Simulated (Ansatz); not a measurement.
# Single-point calculation of CH5ClO2Si2

The run: single-point calculation of CH5ClO2Si2. Method and program: RKS wB97X-V/def2-TZVPP (Ansatz 0.2.0).

The geometry comes from this level: PBE0-D4/def2-TZVP.

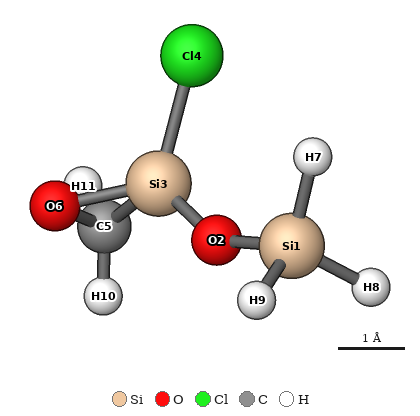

**Figure 1.** The input geometry (ball-and-stick view, seen at a tilt; atoms are numbered from 1 in the order of the input). Bond lengths as drawn: Cl–Si 2.03 Å, C–H 1.09 Å, C–O 1.52 Å, C–Si 1.78 Å, H–Si 1.48 Å and O–Si 1.60 to 1.65 Å.

Results in brief:

```json
{"quantity": "outcome", "value": "converged"}
{"quantity": "total energy", "value": "−33491.0191 eV"}
{"quantity": "SCF solution under orbital rotations", "value": "stable"}
{"quantity": "HOMO", "value": "−10.23 eV"}
{"quantity": "LUMO", "value": "1.68 eV"}
{"quantity": "hardware", "value": "4 threads of Arm Neoverse V2, 23 GiB of memory available, shared host"}
{"quantity": "wall time", "value": "10 s (CPU time 38 s)"}
{"quantity": "peak memory", "value": "1.1 GiB"}
```

Input:
```yaml
crystal:
  periodic: [false, false, false]
  atoms:
    - {symbol: Si, position_ang: [0.236213, 0.043134, -2.280671]}
    - {symbol: O, position_ang: [0.244352, -0.172640, -0.647186]}
    - {symbol: Si, position_ang: [-0.124756, 0.340592, 0.823246]}
    - {symbol: Cl, position_ang: [-1.139168, 2.091023, 0.688074]}
    - {symbol: C, position_ang: [-0.199586, -0.699948, 2.269679]}
    - {symbol: O, position_ang: [0.983435, 0.216874, 2.008144]}
    - {symbol: H, position_ang: [-0.210968, 1.419429, -2.604524]}
    - {symbol: H, position_ang: [-0.691108, -0.947962, -2.876505]}
    - {symbol: H, position_ang: [1.612986, -0.180724, -2.778674]}
    - {symbol: H, position_ang: [0.092212, -1.747372, 2.247557]}
    - {symbol: H, position_ang: [-0.738111, -0.419605, 3.171559]}
basis:
  gaussian: {orbitals: def2-TZVPP}
hamiltonian: {xc: {name: wB97X-V}}
output: {orbitals: {seedname: orbitals}}
```

Command:
```bash
ansatz run in.yaml --threads 4 --pin off --events-out ev --progress --plain --max-ram 10444MiB
```

Output:
```
Functional definition: wB97X-V
  name "wB97X-V"
  cite "Mardirossian & Head-Gordon, Phys. Chem. Chem. Phys. 16, 9904 (2014) doi:10.1039/C3CP54374A"
  cite "Becke, J. Chem. Phys. 107, 8554 (1997) doi:10.1063/1.475007"
  cite "Vydrov & Van Voorhis, J. Chem. Phys. 133, 244103 (2010) doi:10.1063/1.3521275"
  parameter omega = 0.3/bohr
  parameter cx = 0.167
  parameter cx1 = 0.603
  parameter cx2 = 1.194
  parameter css0 = 0.556
  parameter css1 = -0.257
  parameter cos0 = 1.219
  parameter cos1 = -1.850
  parameter b = 6.0
  parameter c = 0.01
  exchange = spin_sum(e_x_unif_sr(omega)*poly(b97_u_x, 1 - cx, cx1, cx2)) + cx*exact_x_sr(omega) + exact_x_lr(omega)
  correlation = spin_sum(e_c_pw_same_spin*poly(b97_u_same, css0, css1))
      + integral(e_c_pw_opposite_spin*poly(b97_u_opposite, cos0, cos1)) + vv10(b, c)
1669 factors; their error is unknown
343 factors; integrals over basis functions are off by at most 1.7e-5 eV
mean field evaluation 1: about -33484.3523 eV, gradient 6.3e1 eV
mean field evaluation 2: about -33483.0298 eV, gradient 7.1e1 eV
mean field evaluation 4: about -33490.9592 eV, gradient 2.9e0 eV
mean field evaluation 8: about -33490.9890 eV, gradient 5.8e-2 eV
mean field evaluation 16: about -33491.0191 eV, gradient 7.7e-5 eV
mean field -33491.01912213 eV, -1230.7722517102 hartree, gradient 2.5e-5 eV, S^2 0.000000; 0 other end points of the search recorded, 0 dependent functions left out
reference -33491.01911975 eV, -1230.7722516227 hartree; 36, 36 occupied and 253, 253 virtual orbitals, 1669 factors
Total energy: -33491.01911975 eV, -1230.7722516227 hartree
```

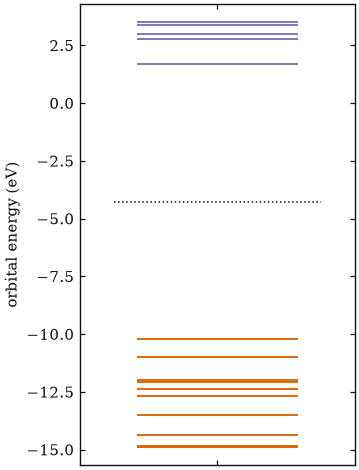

**Figure 2.** Orbital energies near the frontier; the dotted line parts filled from empty levels, and levels within 0.02 eV of each other stand side by side. Highest filled −10.23 eV, lowest empty 1.68 eV, 11.91 eV apart.
